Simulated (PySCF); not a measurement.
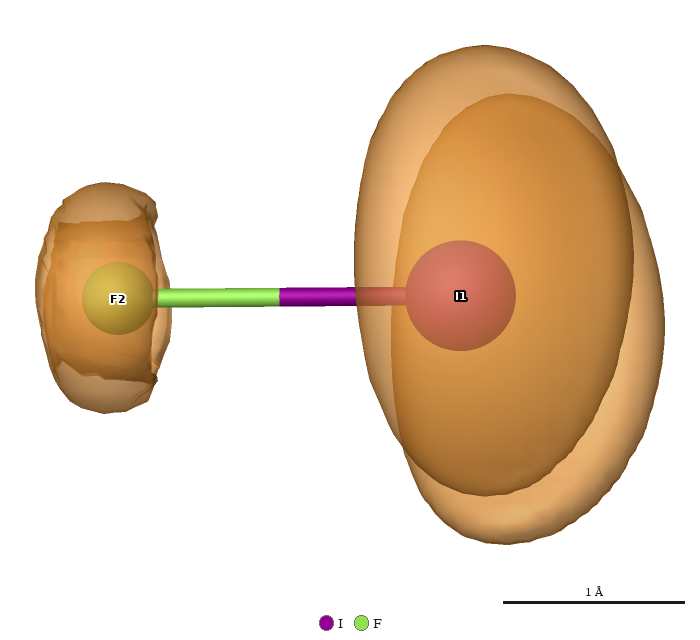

The picture shows: IF (charge +1, doublet). Isosurface of the ELF at 0.85 (orange), seen from one side. Only the valence region is drawn (cores and ρ < 0.01 e/Å³ removed).

Core potentials replace the inner electrons of I.

The calculation used PBE0/cc-pVDZ(-PP), non-relativistic Hamiltonian with scalar-relativistic core potentials where named, at a bond length of 1.896 Å in PySCF.

```yaml
atoms:
  - { symbol: I, position_ang: [0.0000, 0.0000, -0.2469] }
  - { symbol: F, position_ang: [0.0000, 0.0000, 1.6491] }
```

Describe the localisation domains.

The surface consists of two lobes on I, pointing away from the bonds (non-bonding electrons, which may merge into one lobe) and one region wrapped around F (its lone pairs, merged into a ring or cap).

Values along the shortest contacts:
I–F (1.90 Å): the ELF peaks at about 0.75 in the valence shell of F, 0.6 Å from its nucleus, and drops to about 0.15 between the two atoms.
